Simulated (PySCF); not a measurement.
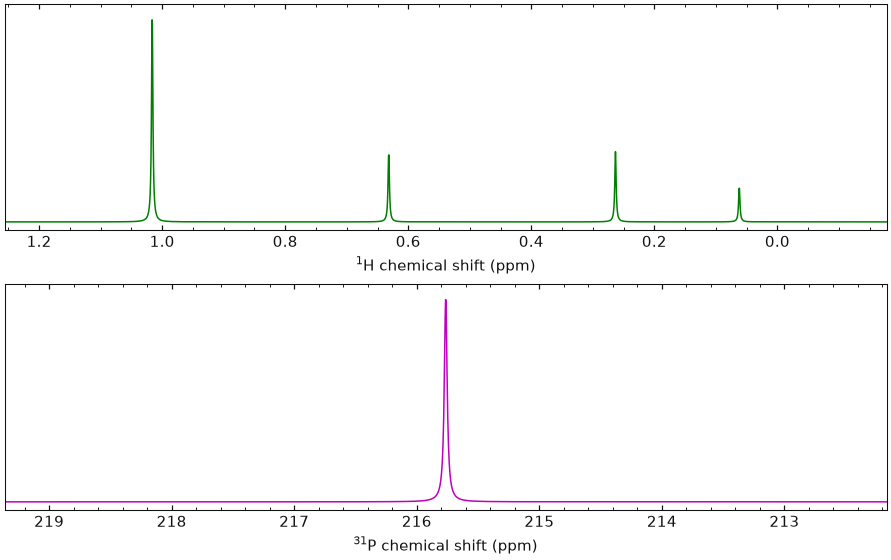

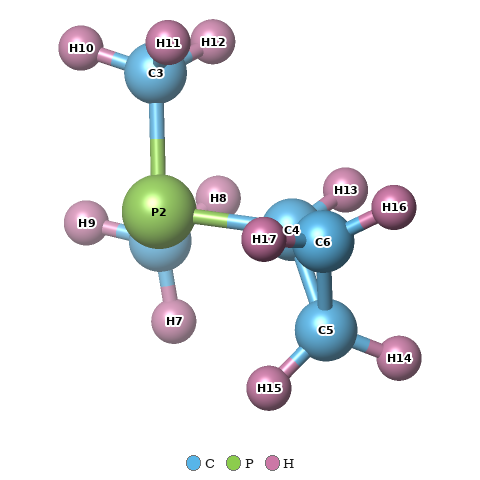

Spectrum and numbered structure of C₅H₁₁P, SMILES CP(C)C1CC1. GIAO shifts, KT3/pcSseg-1, PySCF, at a PBE0-D3(BJ)/def2-SVP geometry (no frequency check), against TMS for ¹H and PH₃ for ³¹P computed at the same level (³¹P: the usual scale starts at 85 % H₃PO₄ instead). Gas phase, fully decoupled, line heights follow the number of nuclei, widths are arbitrary (no quadrupolar broadening); values of one conformer, averaged over methyl-type rotors and exact or near symmetry; other conformers aren't averaged in.

Question: Assign the ¹H signals to the numbered atoms.

Answer:
| δ (ppm) | nuclei | atoms |
| --- | --- | --- |
| 1.02 | 6 | H7, H8, H9, H10, H11, H12 |
| 0.63 | 2 | H14, H16 |
| 0.26 | 2 | H15, H17 |
| 0.06 | 1 | H13 |

Question: Where does the ³¹P line lie?

Answer: At 215.8 ppm (P2).
